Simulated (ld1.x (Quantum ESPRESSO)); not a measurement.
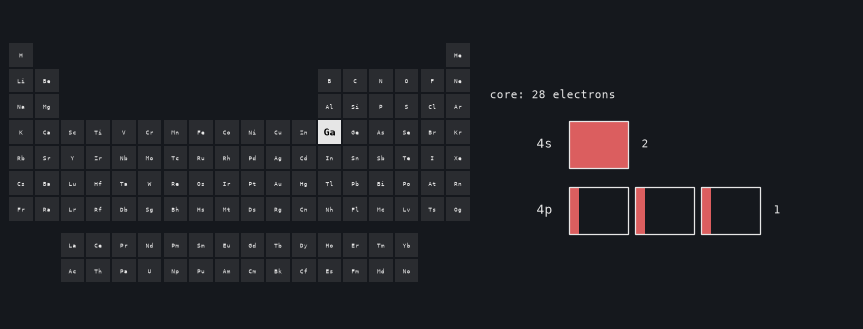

Figure 1. Left, the place of gallium in the periodic table; right, the valence shells of the reference configuration: a box for each of the 2l + 1 orbitals, shaded by the share of the shell that is filled, with the electron count at the right. The shells are those of the unaltered input.

**Ga: pseudopotential generation**

- system: gallium (Ga, Z = 31), core [Ar] 3d10, reference valence 4s2 4p1, valence charge 3. (This line and the method describe the unaltered input from which the odd one was made.)
- method: TM potential, PBE, scalar-relativistic, made with ld1.x (Quantum ESPRESSO) 7.5

Input file:
```
 &input
   title='Ga', zed=31., rel=1, dft='PBE', iswitch=3, rmax=500.,
   config='[Ar] 3d10 4s2 4p1 4d-2',
   nld=3, rlderiv=2.25, eminld=-3.0, emaxld=5.0, deld=0.02
 /
 &inputp
   pseudotype=2, tm=.true., lloc=2,
   nlcc=.false.,
   file_pseudopw='Ga.UPF', file_wfcaegen='ae.wfc', file_wfcncgen='nc.wfc', file_beta='beta', file_chi='chi'
 /
3
4S  1  0   2.00   0.00  2.05  2.05  0.0
4P  2  1   1.00   0.00  2.05  2.05  0.0
4D  3  2  -2.00   0.05  1.60  1.60  0.0
 &test
   configts(1)='4s2 4p1'
 /
```

Hardware: 1 CPU thread, shared host.

Run as:
```bash
ld1.x < Ga.in > Ga.out
```

The program's output:
```
     Program LD1 v.7.5
     --------------------------- All-electron run ----------------------------

     Ga
     scalar relativistic calculation

     atomic number is 31.00
     dft =PBE   lsd =0 sic =0 latt =0  beta=0.20 tr2=1.0E-14
     Exchange-correlation= PBE
                           (   1   4   3   4   0   0   0)
     mesh =1333 r(mesh) = 500.70284 a.u. xmin = -7.00 dx = 0.01250
     1 Ry =  13.60569312 eV, c = 137.03599908

     n l     nl                  e(Ry)          e(Ha)          e(eV)
     1 0     1S 1( 2.00)      -751.8885      -375.9443    -10229.9645
     2 0     2S 1( 2.00)       -92.7792       -46.3896     -1262.3250
     2 1     2P 1( 6.00)       -80.7630       -40.3815     -1098.8366
     3 0     3S 1( 2.00)       -10.8870        -5.4435      -148.1258
     3 1     3P 1( 6.00)        -7.2660        -3.6330       -98.8592
     3 2     3D 1(10.00)        -1.4078        -0.7039       -19.1544
     4 0     4S 1( 2.00)        -0.6577        -0.3288        -8.9483
     4 1     4P 1( 1.00)        -0.1896        -0.0948        -2.5791

     final scf error:  1.6E-15 reached in  28 iterations

     Etot =   -3887.879138 Ry,   -1943.939569 Ha,  -52897.290452 eV

     Ekin =    3953.977613 Ry,    1976.988806 Ha,   53796.606017 eV
     Encl =   -9369.232565 Ry,   -4684.616282 Ha, -127474.903073 eV
     Eh   =    1678.315257 Ry,     839.157629 Ha,   22834.642352 eV
     Exc  =    -150.939443 Ry,     -75.469722 Ha,   -2053.635748 eV

     normalization and overlap integrals

     s(1S/1S) =  1.000000  <r> =   0.0486  <r2> =    0.0032  r(max) =   0.0319
     s(2S/2S) =  1.000000  <r> =   0.2178  <r2> =    0.0560  r(max) =   0.1833
     s(2P/2P) =  1.000000  <r> =   0.1907  <r2> =    0.0446  r(max) =   0.1464
     s(3S/3S) =  1.000000  <r> =   0.6518  <r2> =    0.4906  r(max) =   0.5647
     s(3P/3P) =  1.000000  <r> =   0.6791  <r2> =    0.5442  r(max) =   0.5647
     s(3D/3D) =  1.000000  <r> =   0.8106  <r2> =    0.8629  r(max) =   0.5305
     s(4S/4S) =  1.000000  <r> =   2.3423  <r2> =    6.3902  r(max) =   1.8984
     s(4P/4P) =  1.000000  <r> =   3.4262  <r2> =   14.2371  r(max) =   2.5307

     ------------------------ End of All-electron run ------------------------

     --------------------- Generating NC pseudopotential ---------------------

      Generating local pot.: lloc=2, matching radius rcloc =   1.6000

      Wfc   4S  rcut= 2.046  Using Troullier-Martins method

      Wfc   4P  rcut= 2.046  Using Troullier-Martins method

     ------------------- End of pseudopotential generation -------------------

     --------------------------- All-electron run ----------------------------

     Ga
     scalar relativistic calculation

     atomic number is 31.00
     dft =PBE   lsd =0 sic =0 latt =0  beta=0.20 tr2=1.0E-14
     Exchange-correlation= PBE
                           (   1   4   3   4   0   0   0)
     mesh =1333 r(mesh) = 500.70284 a.u. xmin = -7.00 dx = 0.01250
     1 Ry =  13.60569312 eV, c = 137.03599908

     n l     nl                  e(Ry)          e(Ha)          e(eV)
     1 0     1S 1( 2.00)      -751.8885      -375.9443    -10229.9645
     2 0     2S 1( 2.00)       -92.7792       -46.3896     -1262.3250
     2 1     2P 1( 6.00)       -80.7630       -40.3815     -1098.8366
     3 0     3S 1( 2.00)       -10.8870        -5.4435      -148.1258
     3 1     3P 1( 6.00)        -7.2660        -3.6330       -98.8592
     3 2     3D 1(10.00)        -1.4078        -0.7039       -19.1544
     4 0     4S 1( 2.00)        -0.6577        -0.3288        -8.9483
     4 1     4P 1( 1.00)        -0.1896        -0.0948        -2.5791

     final scf error:  1.6E-15 reached in  28 iterations

     Etot =   -3887.879138 Ry,   -1943.939569 Ha,  -52897.290452 eV

     Ekin =    3953.977613 Ry,    1976.988806 Ha,   53796.606017 eV
     Encl =   -9369.232565 Ry,   -4684.616282 Ha, -127474.903073 eV
     Eh   =    1678.315257 Ry,     839.157629 Ha,   22834.642352 eV
     Exc  =    -150.939443 Ry,     -75.469722 Ha,   -2053.635748 eV

     normalization and overlap integrals

     s(1S/1S) =  1.000000  <r> =   0.0486  <r2> =    0.0032  r(max) =   0.0319
     s(2S/2S) =  1.000000  <r> =   0.2178  <r2> =    0.0560  r(max) =   0.1833
     s(2P/2P) =  1.000000  <r> =   0.1907  <r2> =    0.0446  r(max) =   0.1464
     s(3S/3S) =  1.000000  <r> =   0.6518  <r2> =    0.4906  r(max) =   0.5647
     s(3P/3P) =  1.000000  <r> =   0.6791  <r2> =    0.5442  r(max) =   0.5647
     s(3D/3D) =  1.000000  <r> =   0.8106  <r2> =    0.8629  r(max) =   0.5305
     s(4S/4S) =  1.000000  <r> =   2.3423  <r2> =    6.3902  r(max) =   1.8984
     s(4P/4P) =  1.000000  <r> =   3.4262  <r2> =   14.2371  r(max) =   2.5307

     ------------------------ End of All-electron run ------------------------

     Computing logarithmic derivative in   2.24742
     Computing logarithmic derivative in   2.24742
     Computing the partial wave expansion
     R is outside the sphere for l=    0 j= 0.00
     R is outside the sphere for l=    1 j= 0.00
       no projector for channel:   2

     ---------------------- Testing the pseudopotential ----------------------

     Ga
     scalar relativistic calculation

     atomic number is 31.00   valence charge is  3.00
     dft =PBE   lsd =0 sic =0 latt =0  beta=0.20 tr2=1.0E-14
     mesh =1333 r(mesh) = 500.70284 xmin = -7.00 dx = 0.01250

     n l     nl             e AE (Ry)        e PS (Ry)    De AE-PS (Ry)
     1 0     4S   1( 2.00)       -0.65769       -0.65769        0.00000
     2 1     4P   1( 1.00)       -0.18956       -0.18956       -0.00000

     eps = 8.2E-15  iter = 20

     Etot =   -3887.879138 Ry,   -1943.939569 Ha,  -52897.290452 eV
     Etotps =    -4.191670 Ry,      -2.095835 Ha,     -57.030571 eV

     Ekin =       1.419000 Ry,       0.709500 Ha,      19.306481 eV
     Encl =       0.694898 Ry,       0.347449 Ha,       9.454563 eV
     Ehrt =       3.052096 Ry,       1.526048 Ha,      41.525881 eV
     Ecxc =      -1.265890 Ry,      -0.632945 Ha,     -17.223311 eV
     Epseu=      -8.091773 Ry,      -4.045887 Ha,    -110.094184 eV

     ---------------------- End of pseudopotential test ----------------------
```

Outcome:

- outcome: generated
- wall time: 0.87 s

What is odd here:

The input is odd on purpose: mesh end rmax=500.. The program ran to the end. The all-electron atom is untouched: its total energy equals that from the unaltered input (−3887.8791 Ry). The pseudo-atom's energy and levels in the reference configuration are also those from the unaltered input, so the oddity leaves no trace there. The pseudo-atom meets the occupied all-electron levels that the test lists within 0.00001 Ry. No test for ghost states or cutoffs was run on this potential, so its soundness isn't shown.
